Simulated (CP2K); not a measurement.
Consider isobutene at its PBE geometry (Å).

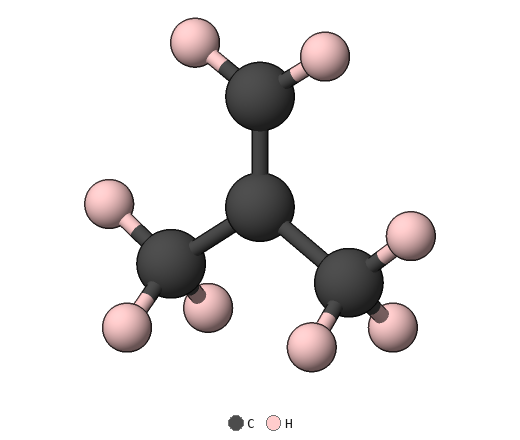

The molecule (carbon dark grey, hydrogen pink).

```xyz
12

C    -1.1607   -0.7820    0.0791
C    -0.0329    0.2130    0.0220
C     1.3376   -0.3678   -0.2030
C    -0.2353    1.5307    0.1663
H    -0.9985   -1.5154    0.8855
H    -1.2211   -1.3603   -0.8572
H    -2.1287   -0.2932    0.2458
H     1.5974   -1.0847    0.5925
H     2.1102    0.4108   -0.2331
H     1.3746   -0.9293   -1.1506
H     0.5915    2.2409    0.1233
H    -1.2343    1.9374    0.3294
```

Method: CP2K XAS_TDP, all-electron GAPW, PBEh(45%), aug-cc-pVDZ, TDA, GW2X-corrected core level, no relativity.

Question: Where do the C K-edge lines lie, and how strong are they?

Leading lines: C1 290.84 eV, C2 287.28 eV and C4 287.20 eV. The leading line of an atom is its first one with 35 % of the strongest within 2.5 eV of its lowest line over the strength cut. Core ionisation energies at this level: C2 291.98, C4 291.45 and C1 292.04 eV.

The first six lines of each atom with a strength over 0.0015:

```csv
atom,energy (eV),states,"strength, one atom",above the computed threshold
"C1 (bonded to C and 3 H), 2 alike",290.01,1,0.0036,
,290.03,1,0.0053,
,290.84,1,0.0191,
,291.20,1,0.0157,
,291.74,1,0.0034,
,291.78,1,0.0040,
C2 (bonded to 3 C),287.28,1,0.0568,
,291.58,1,0.0067,
,291.78,1,0.0020,
,292.83,1,0.0016,yes
,293.28,1,0.0148,yes
,293.60,1,0.0016,yes
C4 (bonded to C and 2 H),287.20,1,0.0455,
,289.70,1,0.0045,
,290.33,1,0.0168,
,290.57,1,0.0026,
,291.01,1,0.0056,
,291.10,1,0.0034,
```

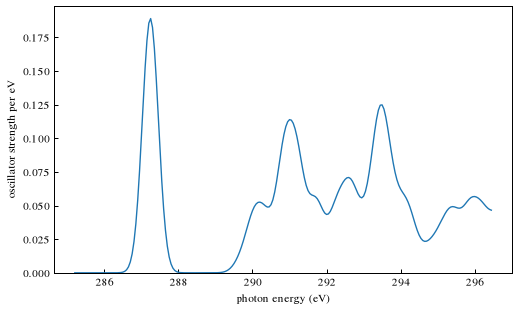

All atoms added, broadened by 0.5 eV.

Lines are vertical, at one geometry, with no vibrational structure. GW2X ionisation energies and lines can be off by 1 to 2 eV either way, and a good line position may hide errors that cancel. These values hold no scalar relativity, about 0.1 eV for C 1s. Rydberg lines, and the discretised continuum above threshold, depend on the basis and the box.

[Banner, clock and machine lines of the logs are left out without a mark of their own.]

[Logs are printed without paths, hosts, clocks, repeated set-up lines and the standing remarks that a program may print on its own settings, such as how far it seeks lower states.]

[Hosts, paths, dates, database ids (printed as entryN), source tags and the programs' standing remarks are cut or masked in the printed files.]
